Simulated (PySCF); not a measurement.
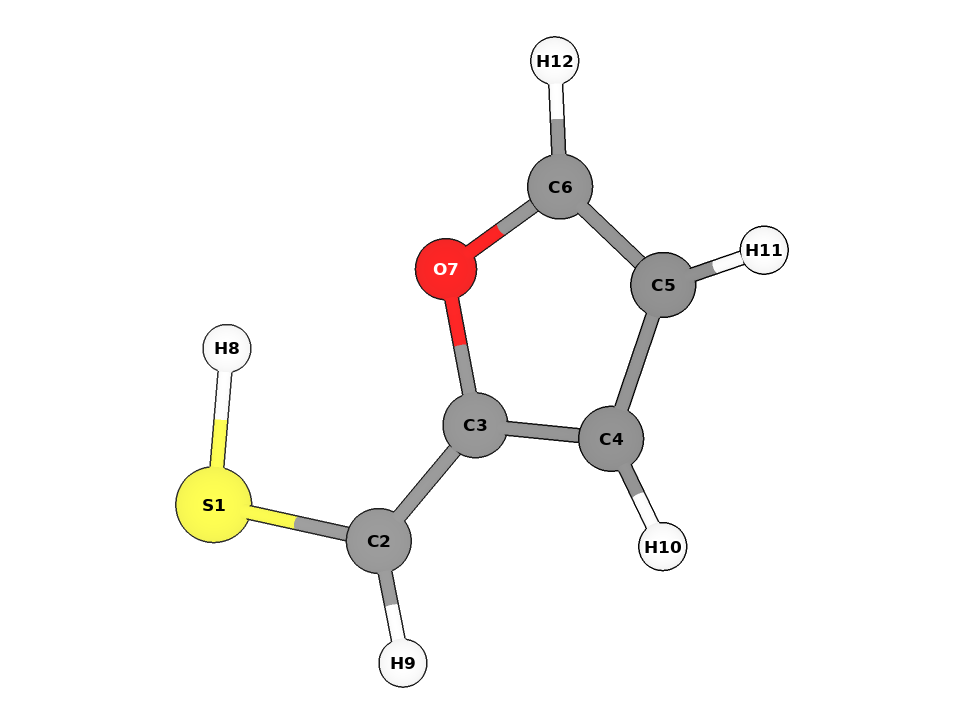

The species is neutral and a spin doublet. The computed structure is the end point of a GFN2-xTB optimisation. No frequency run is at hand to confirm it as a minimum. Level of theory: UKS B3LYP, pcH-1 on C H O S, non-relativistic (PySCF 2.14.0). Fermi-contact and spin-dipolar terms alone, no spin-orbit part.

### Which nucleus has the largest dipolar (anisotropic) hyperfine coupling?

13C at C2: principal values −49.3, −48.0, 97.4 MHz.

List the isotropic and dipolar parts for the most strongly coupled nuclei, one of each equivalent set.

| atom | isotope | a_iso (MHz) | dipolar part (MHz) |
| --- | --- | --- | --- |
| C2 | 13C | 55.1 | −49.3, −48.0, 97.4 |
| C4 | 13C | 31.8 | −27.8, −27.7, 55.5 |
| C6 | 13C | 27.0 | −26.5, −25.1, 51.6 |
| S1 | 33S | 4.4 | −16.7, −13.0, 29.7 |
| C3 | 13C | −41.1 | −23.4, 9.5, 13.9 |
| H9 | 1H | −38.1 | −21.8, −1.3, 23.1 |
| C5 | 13C | −24.0 | −14.9, 7.0, 7.8 |
| O7 | 17O | −3.6 | −14.5, 6.3, 8.2 |
